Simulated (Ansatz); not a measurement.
The calculation's input:

```
crystal:
  periodic: [false, false, false]
  atoms:
    - {symbol: C, position_ang: [-2.550063, 3.677081, 0.575331]}
    - {symbol: Be, position_ang: [-2.248887, 2.003333, 0.127020]}
    - {symbol: H, position_ang: [-0.817927, 1.697480, -0.369173]}
    - {symbol: H, position_ang: [-0.853262, 1.457378, 0.503211]}
    - {symbol: H, position_ang: [-3.089071, 4.225155, -0.208586]}
    - {symbol: H, position_ang: [-1.619645, 4.233183, 0.767923]}
    - {symbol: H, position_ang: [-3.160570, 3.758550, 1.484228]}
basis:
  gaussian:
    orbitals: def2-TZVPD
total_charge: -1
magnetization:
  spin_polarized: true
  initial_magnetization: 2
hamiltonian:
  xc: pbe0
output: {forces: true, orbitals: {seedname: orbitals}}
```

Run with:

```sh
ansatz run input.yaml --threads 2 --pin off --max-ram 4350MiB --events-out events.jsonl --progress --plain --runs-dir runs
```

Geometry: PBE0-D4/def2-TZVPD; the highest occupied orbital lies above zero, a sign that basis and functional describe the outermost electron poorly.

Theory: Ansatz, isolated molecule in a Gaussian basis; Kohn-Sham density functional theory, functional PBE0.

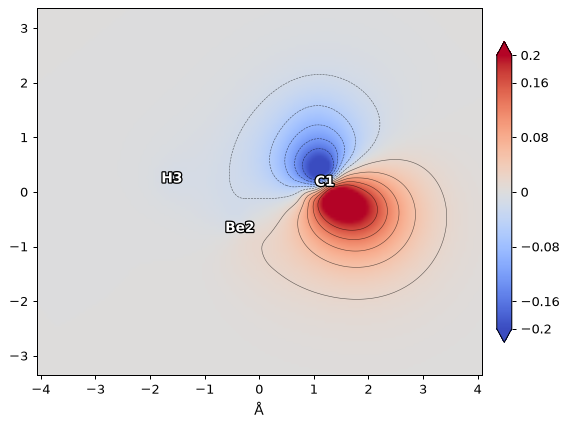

CH₅Be (charge −1, triplet). The HOMO−1 (β) on the plane of atoms C1, Be2 and H3 (values in Å⁻³ᐟ²; the overall sign is arbitrary).

Describe this orbital and give its energy.

Answer. It lies mainly on C1 (about 50 %), H5 (about 20 %) and H7 (about 20 %). Its energy is −5.67 eV.
